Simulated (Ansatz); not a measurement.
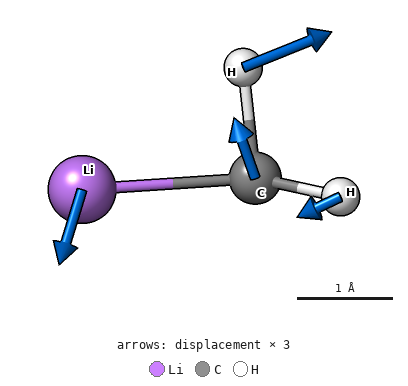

A relaxation of CH₂Li (charge −1). The starting structure is drawn; blue arrows show the displacements, 3 times their true length. The two geometries are superimposed by the best rigid fit.

The picture is a ball-and-stick view, seen at a tilt.

Theory: RKS PBE0-D4/def2-TZVPD in Ansatz 0.2.0.

Input
```yaml
crystal:
  periodic: [false, false, false]
  atoms:
    - {symbol: Li, position_ang: [-1.226320, 0.943000, -0.396070]}
    - {symbol: C, position_ang: [0.154380, -0.255750, -0.278650]}
    - {symbol: H, position_ang: [0.368350, -1.220830, 0.275300]}
    - {symbol: H, position_ang: [0.703580, 0.533570, 0.399420]}
basis:
  gaussian: {orbitals: def2-TZVPD}
total_charge: -1
hamiltonian: {xc: pbe0, dispersion: d4}
relax: {f_tol: 0.005, max_steps: 200}
```

Run as
```bash
ansatz run in.yaml --threads 2 --pin off --events-out ev --progress --plain --max-ram 4352MiB
```

**What happened in the run?**

The atom that moves furthest after the best rigid fit is H4 (0.35 Å). Largest moves by element: H 0.35 Å, Li 0.28 Å, C 0.24 Å. Among the contacts that change: Li1–C2 1.832 → 1.930 Å, C2–H4 1.177 → 1.107 Å, C2–H3 1.133 → 1.107 Å. Among the angles between lasting bonds that change: Li1–C2–H4 87.1° → 122.1°, Li1–C2–H3 137.0° → 122.1°, H3–C2–H4 101.6° → 105.0°. Over 6 accepted moves (7 points after the start) the energy falls by 0.206 eV. The largest force component goes from 1.4 to 0.0023 eV/Å. The line search rejected the trial step at point 3 of the run.
